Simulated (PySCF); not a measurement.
C₆H₁₁B₂F (SMILES CC=C=CBCCBF)

| atom | x (Å) | y (Å) | z (Å) |
| --- | --- | --- | --- |
| C | -3.8565 | 0.1296 | 0.2275 |
| C | -2.6623 | 1.0376 | 0.1808 |
| C | -1.4373 | 0.6368 | 0.0550 |
| C | -0.2103 | 0.2175 | -0.1207 |
| B | 0.4592 | 0.0788 | -1.4976 |
| C | 1.9575 | -0.3980 | -1.6181 |
| C | 2.5911 | -0.9868 | -0.3426 |
| B | 2.5981 | -0.0102 | 0.8981 |
| F | 2.7383 | 1.2887 | 0.7022 |
| H | -4.5017 | 0.3202 | -0.6299 |
| H | -3.5502 | -0.9130 | 0.2112 |
| H | -4.4329 | 0.3174 | 1.1328 |
| H | -2.8721 | 2.0972 | 0.2583 |
| H | 0.3718 | -0.0070 | 0.7746 |
| H | -0.1363 | 0.3622 | -2.4666 |
| H | 2.0766 | -1.1101 | -2.4402 |
| H | 2.5381 | 0.4816 | -1.9184 |
| H | 3.6353 | -1.2417 | -0.5612 |
| H | 2.1033 | -1.9335 | -0.1017 |
| H | 2.5851 | -0.3566 | 2.0243 |

Geometry: GFN2-xTB.

Theory: PBE0/pcSseg-1, SCF density, gas phase, non-relativistic (PySCF).

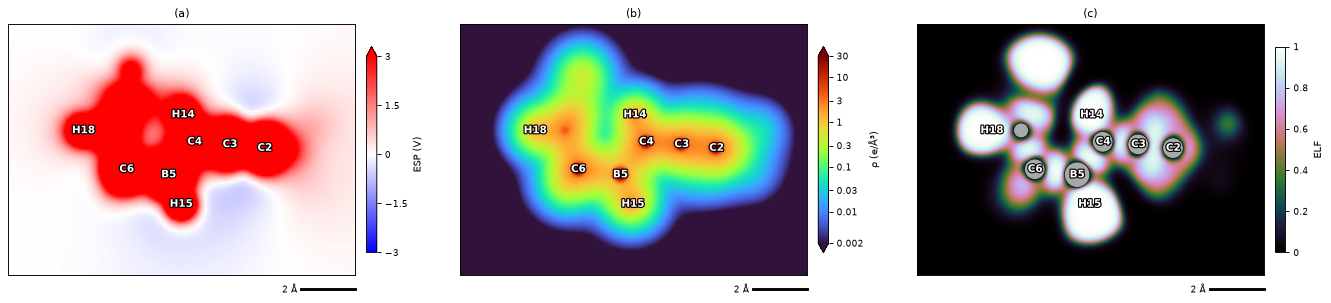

Figure 1. (a) molecular electrostatic potential; (b) electron density; (c) electron localisation function on the plane of atoms C6, B5 and H15. Grey discs cover the atomic cores in the ELF map.

Question: Read the bonding off the picture.

Answer: The section cuts through C, B and H sites.
C–C (1.29 Å): ρ is about 2.4 e/Å³ halfway; the ELF peaks at about 0.90 between the atoms; a short, multiple covalent bond.
C–B (1.54 Å): the density is about 1.5 e/Å³ at the midpoint; the ELF peaks at about 0.95 between the atoms (a covalent bond).
C–H (1.09 Å): ρ at the midpoint is about 1.9 e/Å³; the ELF climbs to about 1 towards the hydrogen, as it does in any bond to H; a covalent bond by its length.
C–B (1.58 Å): ρ at the midpoint is about 1.4 e/Å³; the ELF peaks at about 1 between the atoms (a covalent bond).
B–H (1.17 Å): ρ is about 1.3 e/Å³ halfway; the ELF climbs to about 1 towards the hydrogen: a covalent bond by its length.
Outside the dense part of the molecule the potential is most negative (−0.6 V) near C3.

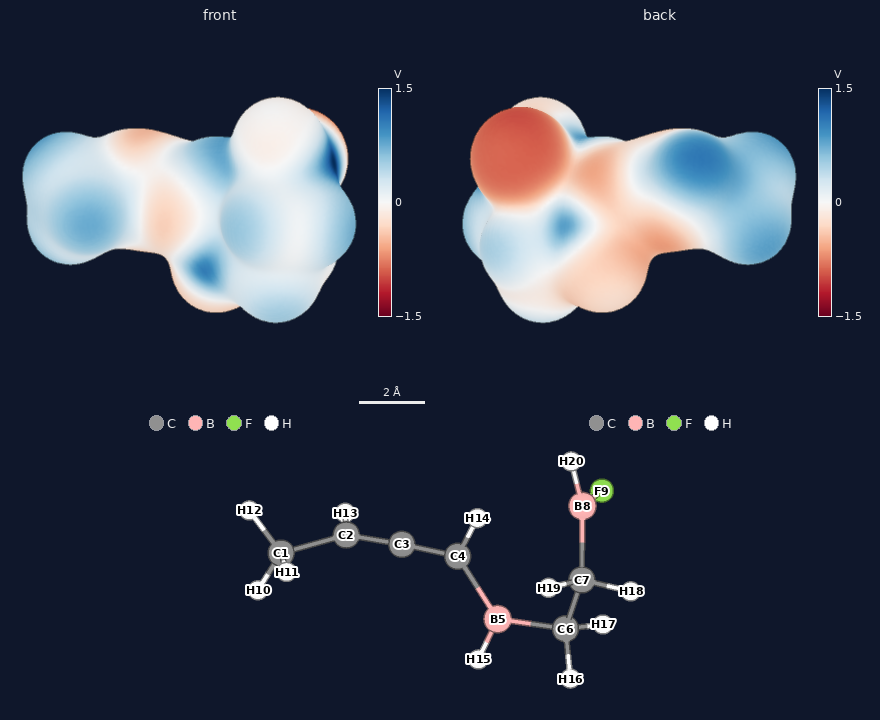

Figure 2. The molecular electrostatic potential painted on the density surface at 0.002 e/bohr³, seen from the front and from behind; the colour scale runs from red (negative) to blue (positive). The bare structure is drawn below in the same view.

Question: Which sites attract a positive test charge, and which a negative one?

Answer: A positive charge is drawn to the negative regions and a negative charge to the positive ones. The most negative region (about −0.9 V) lies over F9, the most positive (about +1.3 V) over B8.

Question: What dipole moment does the calculation give?

Answer: Its dipole moment is 1.65 D.
